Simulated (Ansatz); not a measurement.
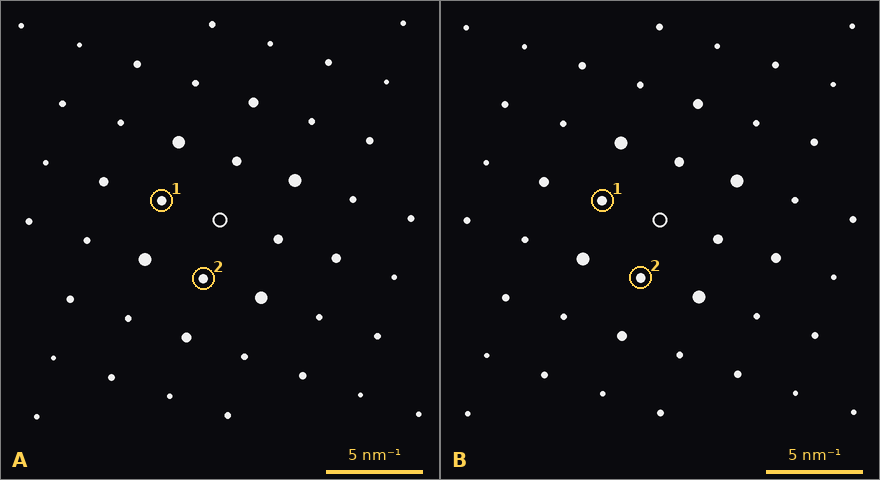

Kinematic electron diffraction patterns (120 kV, B = 0.5 Å², same scale) along [001] of the run's own cell, for the start and the end of one relaxation of BeP with DFT PBE, scalar-relativistic, plane waves, PAW (Ansatz). k mesh 18×18×24. The start is a generated model structure, and the relaxation ends in the nearest stationary point of its symmetry, not necessarily the ground state. Spot 1 is 0 -1 0 and spot 2 is 1 0 0 in both.

Start structure:

```
Be P
1.0
     2.16931   -2.25850    0.00000
     2.16931    2.25850    0.00000
     0.00000    0.00000    2.36167
Be P
1 1
Direct
  0.00000 0.00000 0.00000
  0.50000 0.50000 0.50000
```

> Which pattern belongs to the start structure, and which to the relaxed one?

A is the start: its cell gives d(1) = 3.129 Å, d(2) = 3.129 Å and an angle of 92.3°. B is the relaxed structure, with d(1) = 3.136 Å (+0.2 %), d(2) = 3.136 Å (+0.2 %) and 90.0°.

> Summarise the relaxation behind the change.

The volume changed by +0.7 % to 11.65 Å³ an atom; the fractional coordinates hardly changed; the space group went from Cmmm (No. 65) to P4/mmm (No. 123); the free energy fell by 1.4 meV an atom. Relaxed cell: a = 3.136 Å, b = 3.136 Å, c = 2.370 Å, α = 90.00°, β = 90.00°, γ = 90.00°.
